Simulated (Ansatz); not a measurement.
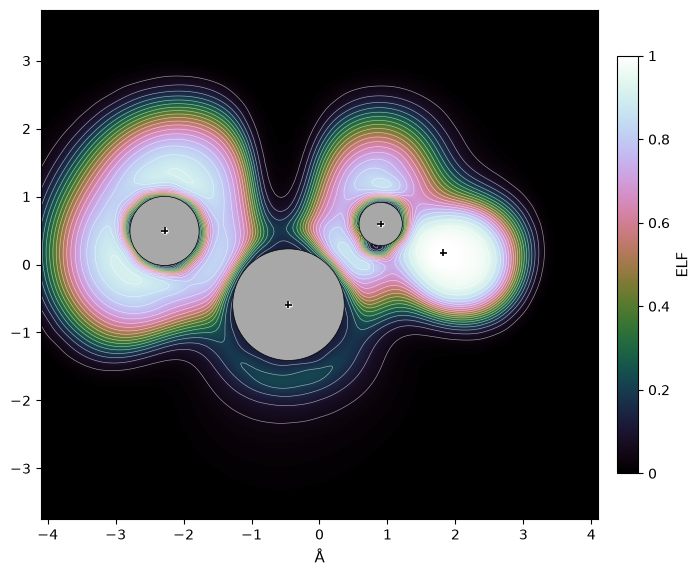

The ELF on a plane through atoms (crosses mark nuclei in the plane; grey discs cover the cores).

All numbers below come from Ansatz 0.2.0, RKS PBE0-D4/def2-TZVPP.

Candidates:
A. CH$_{3}$Cl$_{2}$GaS (SMILES C[S][Ga]([Cl])[Cl])
B. C$_{2}$H$_{7}$BO$_{2}$ (SMILES COBOC)
C. Cl$_{3}$GeH$_{2}$N (SMILES [NH2][Ge]([Cl])([Cl])[Cl])

Q: Which candidate gave the map?

A: Candidate C: Cl$_{3}$GeH$_{2}$N on the plane of atoms N1, Ge2 and Cl3, which holds N, Ge, Cl and H. Ge–N (1.80 Å): the ELF peaks at about 0.85 in the valence shell of N, 0.7 Å from its nucleus, and is about 0.50 at the midpoint. Ge–Cl (2.12 Å): the ELF peaks at about 0.85 in the valence shell of Cl, 0.8 Å from its nucleus, and is about 0.70 at the midpoint.
